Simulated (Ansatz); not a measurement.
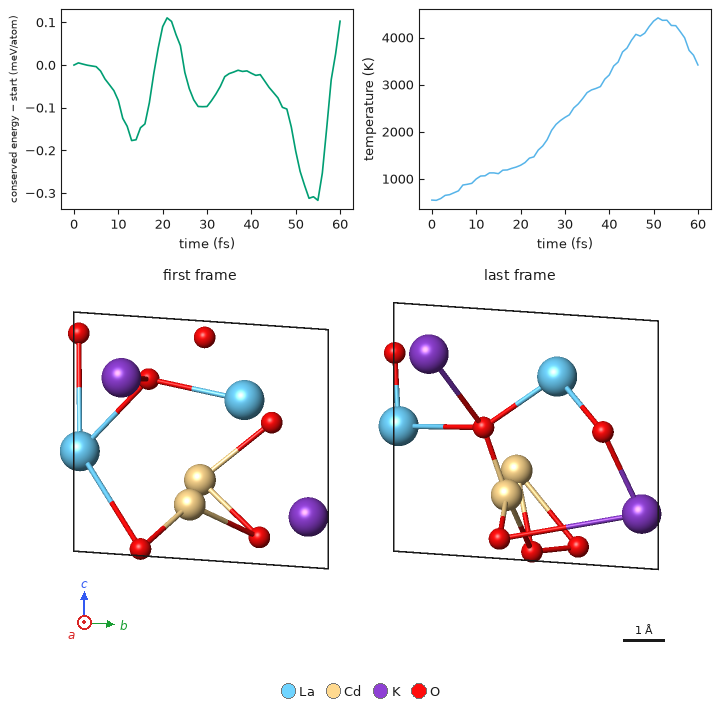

First-principles dynamics of an amorphous cell of composition KLaCdO$_{3}$ (12 atoms in the cell), 60 fs long. The picture is a ball-and-stick view of the simulation cell, seen along the a axis. Bonds to atoms that aren't drawn are left out.

Method: DFT, PAW plane waves, PBE (Ansatz 0.2.0). Set-up: plane-wave cutoff 420 eV; k-point mesh 3 × 3 × 3; cold smearing 0.15 eV; Langevin thermostat and barostat (NPT); set temperature 600 K; time step 1 fs; target pressure 0 GPa.

Q: Is this trajectory numerically sound?

A: The conserved quantity stays between −0.32 and 0.11 meV per atom of its start. A straight-line fit has a slope that amounts to −0.12 meV per atom over 60 fs (under 0.1 % of the mean kinetic energy), and the ripple about it is under 0.1 % of the kinetic energy's fluctuation. With a drift under 2 % and a ripple under 7 %, the integration is accurate. The mean temperature in the second half is 3549 K (standard deviation 661 K). That is above the set 600 K, because the structure releases potential energy faster than the thermostat removes it. The potential energy is still drifting at the end, so the run hasn't reached equilibrium. The pressure hasn't settled at its target of 0.0 GPa. The potential energy in the second half lies on average 567 meV per atom below the first frame. The mean pressure there is 2.1 GPa. The volume ends +12.2 % from the start.

Limits of the set-up: the periodic images lie only 6.0 Å apart, so the values are limited by the cell's size.
